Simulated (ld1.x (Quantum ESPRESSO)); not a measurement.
```
Element                 : rubidium
Generator               : ld1.x (Quantum ESPRESSO) 7.5
Type                    : norm-conserving Troullier–Martins (Kleinman–Bylander form)
Functional              : PBEsol
Relativity              : scalar-relativistic
Frozen core             : [Kr]
Valence charge          : 1
Reference configuration : 4d0 5s0.5 5p0 (charge +0.5)
Partial waves           : 5p (bound, empty): rc 3.55 bohr; 4d (bound, empty): rc 4.20 bohr; 5s (bound): rc 3.20 bohr
Local potential         : the s channel
Core correction         : Bessel-smoothed model core inside 2.15 bohr
```

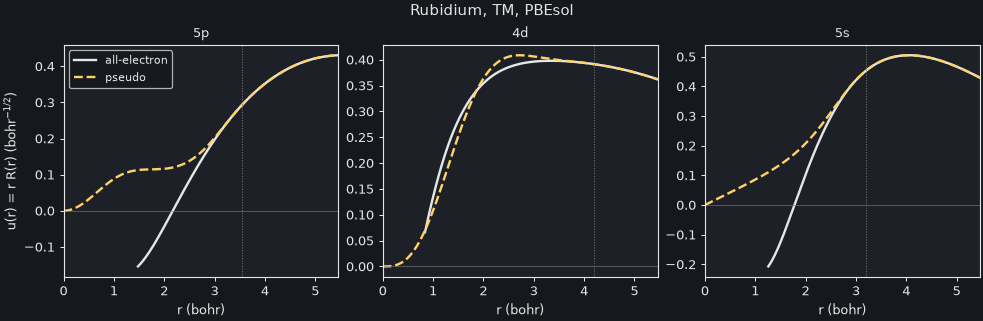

All-electron valence functions (solid) with their pseudo partners (dashed). Dotted lines mark the matching radii. The all-electron curves start outside the innermost oscillations, which aren't drawn.

Pseudo-waves: 5p has no node; 4d has no node; 5s has no node.

- Cutoffs needed: 6 Ry or less and 6 Ry or less (the cutoffs, on a coarse ladder, from which the occupation-weighted sum of valence levels, in a spherical-Bessel basis at the reference potential, stays within 10 and 1 mRy of its value at 400 Ry)
- Ghost test: ghost state below the valence levels: p at -222.5 eV (spherical-Bessel basis up to 400 Ry, 20 bohr box)
- Largest excitation error: -2.4 meV (all-electron minus pseudo) for 4d0 5s0 5p1, out of 4 test configurations
